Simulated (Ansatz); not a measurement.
The starting structures come from a database of crystals and need not be the phases stable at ambient conditions.

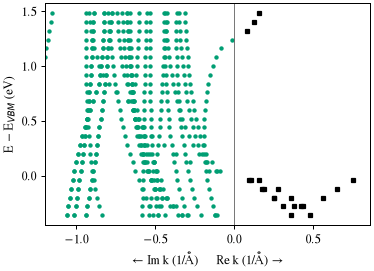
*Complex bands at the centre of the two-dimensional zone; PBEsol (Ansatz, a quantum-chemistry and plane-wave program)*

The gap is the functional's own, uncorrected, and κ follows it; spin-orbit coupling is left out. Mid-gap values are interpolated between the computed energies.

### Question
This is Rb$_{2}$SnBr$_{6}$ (Fm-3m, not sure to be the ambient phase, 9 atoms a cell, 34.8 Å³ an atom) along the normal of (110). Read off the slowest decay at the centre of the two-dimensional zone at 0.60 eV, the computed energy nearest the middle of the gap.

### Answer
κ ≈ 0.19 1/Å, a decay length 1/(2κ) of the density of 2.7 Å.
